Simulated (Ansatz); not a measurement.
Ge (Fd-3m, No. 227): the geometry given to an electronic-structure calculation, possibly off equilibrium.

```cif
data_structure
_symmetry_space_group_name_H-M 'P 1'
_symmetry_Int_Tables_number 1
_cell_length_a 5.7596
_cell_length_b 5.7596
_cell_length_c 5.7596
_cell_angle_alpha 90.000
_cell_angle_beta 90.000
_cell_angle_gamma 90.000
_cell_volume 191.06
loop_
_atom_site_label
_atom_site_type_symbol
_atom_site_fract_x
_atom_site_fract_y
_atom_site_fract_z
_atom_site_occupancy
Ge1 Ge 0.50000 0.00000 0.50000 1
Ge2 Ge 0.25000 0.25000 0.25000 1
Ge3 Ge 0.50000 0.50000 0.00000 1
Ge4 Ge 0.25000 0.75000 0.75000 1
Ge5 Ge 0.00000 0.00000 0.00000 1
Ge6 Ge 0.75000 0.25000 0.75000 1
Ge7 Ge 0.00000 0.50000 0.50000 1
Ge8 Ge 0.75000 0.75000 0.25000 1
```

What will a dark-field STEM-like image along [001] show? Simulated incoherent Z contrast: every atom adds Z^1.7 spread by a probe of 1.30 Å full width; channelling and multiple scattering are left out. Shot noise was added.

Answer. The columns repeat on a square net with a repeat of 2.04 Å (plane group p4mm). All columns are alike (Ge). The shortest distance between visible columns is 2.04 Å in projection. Along the beam the structure repeats every 5.76 Å.

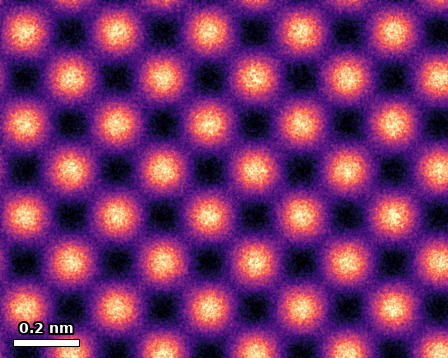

The simulated image.
